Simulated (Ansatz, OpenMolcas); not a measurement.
## Strength of the S–H bond: GeH3(SH) → GeH3S + H

Species: GeH3(SH), singlet; GeH3S `[S][GeH3]`, doublet; H atom, doublet. 

Shapes, held fixed at every level: PBE0-D4/def2-TZVP. Programs: Ansatz 0.2.0, OpenMolcas 26.06. The zero-point and thermal change to 298 K, harmonic and unscaled (PBE0-D4/def2-TZVP), is -18.8 kJ/mol.

```json
{"level": "HF/def2-SVP", "kind": "Hartree–Fock", "ΔH(298 K) (kJ/mol)": "+260.3", "less CCSD(T)/def2-TZVPP": "-108.6"}
{"level": "HF/def2-TZVPP", "kind": "Hartree–Fock", "ΔH(298 K) (kJ/mol)": "+263.4", "less CCSD(T)/def2-TZVPP": "-105.5"}
{"level": "PBE0-D4/def2-TZVPP", "kind": "global hybrid", "ΔH(298 K) (kJ/mol)": "+363.6", "less CCSD(T)/def2-TZVPP": "-5.3"}
{"level": "B2PLYP/def2-TZVPP", "kind": "double hybrid", "ΔH(298 K) (kJ/mol)": "+366.2", "less CCSD(T)/def2-TZVPP": "-2.7"}
{"level": "MP2/def2-SVP", "kind": "perturbation theory", "ΔH(298 K) (kJ/mol)": "+347.5", "less CCSD(T)/def2-TZVPP": "-21.4"}
{"level": "MP2/def2-TZVPP", "kind": "perturbation theory", "ΔH(298 K) (kJ/mol)": "+369.3", "less CCSD(T)/def2-TZVPP": "+0.4"}
{"level": "CCSD(T)/def2-TZVPP", "kind": "coupled cluster or CI", "ΔH(298 K) (kJ/mol)": "+368.9", "less CCSD(T)/def2-TZVPP": "0.0"}
```

The highest level, CCSD(T)/def2-TZVPP, gives ΔH(298 K) = +368.9 kJ/mol; the levels span +260.3 to +369.3. The column of differences is taken from that level and isn't an error. Hartree–Fock misses the correlation of the pair that is broken and comes out low. No measured value is set beside it here. Open shells run unrestricted unless RO is named. Relativity is left out for Ge unless named. Correlated rows may include outer-core shells of Ge, which these sets cover unevenly.

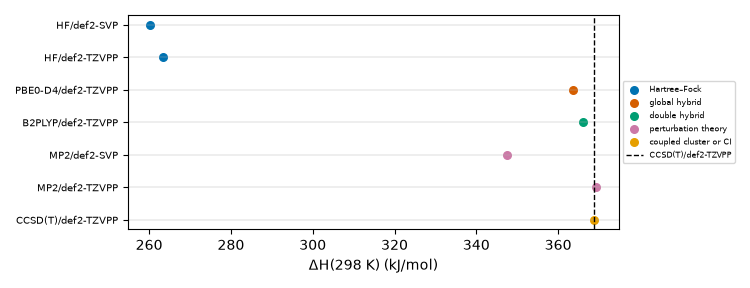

The values of the table, level by level.
